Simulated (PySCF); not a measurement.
**What a change does: excited-state calculation on GeHF$_{3}$**

System: GeHF$_{3}$, SMILES [F][GeH]([F])[F].
Method of run A: TDDFT PBE0/aug-cc-pVTZ, vertical, gas phase, core orbitals frozen in the response (PySCF 2.14.0).

The geometry comes from this level: PBE0-D3(BJ)/def2-SVP. Text and figures count atoms from 1; the logs count them from 0 in places.

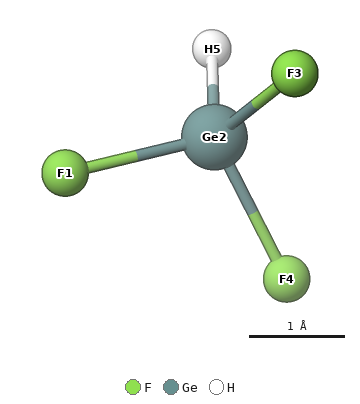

Figure 1. The structure (ball-and-stick view, seen at a tilt; atoms are numbered from 1 in the order of the input). Sticks mark near contacts.

## Input, run A
```
{"job": {"kind": "uv", "xc": "PBE0", "basis": "aug-cc-pVTZ"}, "charge": 0, "multiplicity": 1}
F      1.617165     0.398774    -0.521286
Ge     0.046809    -0.011726     0.026225
F     -0.967598     1.308540    -0.376874
F     -0.472886    -1.330291    -0.934860
H      0.019072    -0.335411     1.508058
```

The first line tells a small driver script what to run in PySCF; the rest is the geometry in Å.

Command:
```bash
OMP_NUM_THREADS=1 python <driver script> task.json out
```

Hardware: 1 CPU thread, shared host.

## Output (run A)
```
coarse grid: 25792 points
cycle   1  E = -2376.6912327952  dE = -2.988e-01  |g| = 1.076e+00  |ddm| = 4.424e+00
cycle   2  E = -2376.3788743139  dE =  3.124e-01  |g| = 1.841e+00  |ddm| = 2.594e+00
cycle   3  E = -2376.8640846239  dE = -4.852e-01  |g| = 8.749e-02  |ddm| = 1.640e+00
cycle   4  E = -2376.8648043929  dE = -7.198e-04  |g| = 3.319e-02  |ddm| = 1.537e-01
cycle   5  E = -2376.8649225721  dE = -1.182e-04  |g| = 1.748e-03  |ddm| = 4.045e-02
cycle   6  E = -2376.8649230046  dE = -4.326e-07  |g| = 5.062e-04  |ddm| = 2.267e-03
final grid: 53224 points
cycle   7  E = -2376.8649723465  dE = -4.238e-07  |g| = 6.083e-04  |ddm| = 2.678e-03
cycle   8  E = -2376.8649722656  dE =  8.089e-08  |g| = 9.635e-04  |ddm| = 1.506e-03
cycle   9  E = -2376.8649723971  dE = -1.315e-07  |g| = 6.056e-05  |ddm| = 9.267e-04
cycle  10  E = -2376.8649723976  dE = -4.311e-10  |g| = 9.878e-06  |ddm| = 9.233e-05
converged SCF energy = -2376.8649723976

Static polarisability (au): isotropic 28.460, principal 28.270 28.286 28.825

Singlet excitations
state   eV       nm        f      main configurations
  1   9.3933    132.0   0.00000   H-1->L 0.94
  2   9.4331    131.4   0.26005   H->L 0.94
  3   9.5600    129.7   0.00008   H-2->L 0.39, H-3->L 0.24, H->L+1 0.23
  4   9.5634    129.6   0.00014   H-3->L 0.39, H-2->L 0.24, H->L+2 0.23
  5   9.9687    124.4   0.00168   H-4->L 0.49, H->L+1 0.25
  6   9.9701    124.4   0.00065   H-5->L 0.51, H->L+2 0.23
  7  10.0656    123.2   0.16096   H->L+1 0.23, H-2->L 0.20, H->L+2 0.18
  8  10.0705    123.1   0.16100   H->L+2 0.23, H-3->L 0.20, H-5->L 0.18
  9  10.4511    118.6   0.00633   H->L+3 0.79
 10  10.4901    118.2   0.00979   H-1->L+1 0.72, H-1->L+2 0.10

Triplet excitations (Tamm-Dancoff, eV): 8.0459 8.9584 9.0279 9.0319
```

The input of run B differs as follows (lines with − go, lines with + come):
```diff
-"basis": "aug-cc-pVTZ"
+"basis": "def2-TZVP"
```

How does run B compare with run A?

The total energy of run B is 16.7 kcal/mol higher, which measures the change of basis and not a stability. The HOMO goes from −11.42 to −11.36 eV. The LUMO goes from −0.83 to −0.54 eV. The dipole moment goes from 2.51 to 2.47 D. The lowest excitation goes from 9.39 to 9.50 eV. The strongest computed line goes from 9.43 to 9.63 eV. Diffuse functions give room to the loosely bound empty orbitals, which lowers the LUMO. The number of SCF iterations is the same. The basis functions go from 220 to 147.

## Output (run B)
```
coarse grid: 25792 points
cycle   1  E = -2376.6522136457  dE = -2.981e-01  |g| = 1.175e+00  |ddm| = 1.902e+00
cycle   2  E = -2376.3188484581  dE =  3.334e-01  |g| = 1.976e+00  |ddm| = 1.431e+00
cycle   3  E = -2376.8373530052  dE = -5.185e-01  |g| = 1.029e-01  |ddm| = 8.995e-01
cycle   4  E = -2376.8381835306  dE = -8.305e-04  |g| = 4.467e-02  |ddm| = 5.849e-02
cycle   5  E = -2376.8383853355  dE = -2.018e-04  |g| = 2.250e-03  |ddm| = 1.703e-02
cycle   6  E = -2376.8383860458  dE = -7.102e-07  |g| = 4.718e-04  |ddm| = 1.414e-03
final grid: 53224 points
cycle   7  E = -2376.8383874458  dE = -3.758e-07  |g| = 4.485e-04  |ddm| = 9.093e-04
cycle   8  E = -2376.8383874128  dE =  3.299e-08  |g| = 6.589e-04  |ddm| = 5.215e-04
cycle   9  E = -2376.8383874756  dE = -6.271e-08  |g| = 6.714e-05  |ddm| = 2.954e-04
cycle  10  E = -2376.8383874762  dE = -6.280e-10  |g| = 9.592e-06  |ddm| = 4.421e-05
converged SCF energy = -2376.8383874762

Static polarisability (au): isotropic 25.220, principal 24.880 24.897 25.882

Singlet excitations
state   eV       nm        f      main configurations
  1   9.4993    130.5   0.00000   H-1->L 0.96
  2   9.6341    128.7   0.24773   H->L 0.92
  3   9.7025    127.8   0.00174   H-2->L 0.38, H-3->L 0.37, H->L+1 0.12
  4   9.7067    127.7   0.00206   H-3->L 0.38, H-2->L 0.37, H->L+2 0.12
  5  10.1117    122.6   0.01828   H-4->L 0.44, H-5->L 0.38
  6  10.1166    122.6   0.01697   H-5->L 0.44, H-4->L 0.37
  7  10.3837    119.4   0.11731   H->L+1 0.70, H-2->L 0.15
  8  10.3874    119.4   0.11654   H->L+2 0.70, H-3->L 0.15
  9  10.8036    114.8   0.01233   H-1->L+1 0.71, H-1->L+2 0.09
 10  10.8071    114.7   0.01227   H-1->L+2 0.72, H-1->L+1 0.09

Triplet excitations (Tamm-Dancoff, eV): 8.1104 9.0270 9.1457 9.1502
```

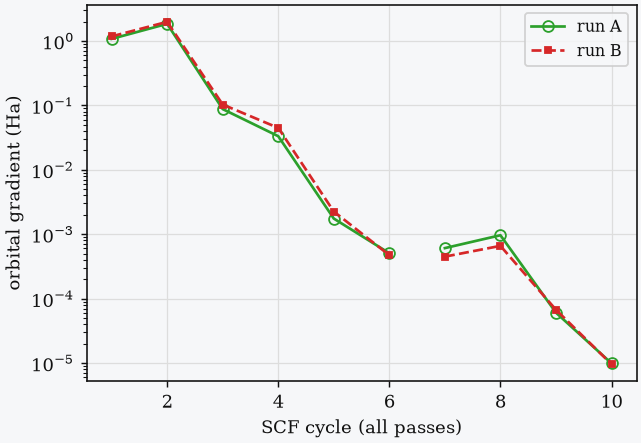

Figure 2. Convergence of the two runs: orbital gradient against the SCF cycle. A break in a curve parts two SCF passes (coarse and final grid). Run A takes 10 cycles in all, and run B takes 10.

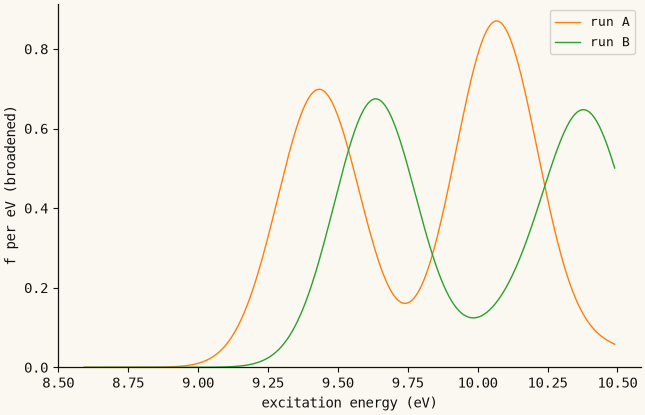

Figure 3. Absorption of the two runs from their computed states, each broadened by a Gaussian of 0.35 eV full width; the range ends where the shorter list of states ends.

## The two runs side by side

| quantity | run A | run B |
| --- | --- | --- |
| outcome | converged | converged |
| total energy (hartree) | −2376.864972 | −2376.838387 |
| HOMO (eV) | −11.42 | −11.36 |
| LUMO (eV) | −0.83 | −0.54 |
| dipole moment (D) | 2.51 | 2.47 |
| lowest excitation (eV) | 9.39 | 9.50 |
| SCF iterations | 10 | 10 |
| strongest computed line (eV) | 9.43 | 9.63 |
| basis functions | 220 | 147 |
| wall time (shared host) | 25 s | 18 s |

For both runs: Spin–orbit coupling is left out, which matters for the heavy atoms.
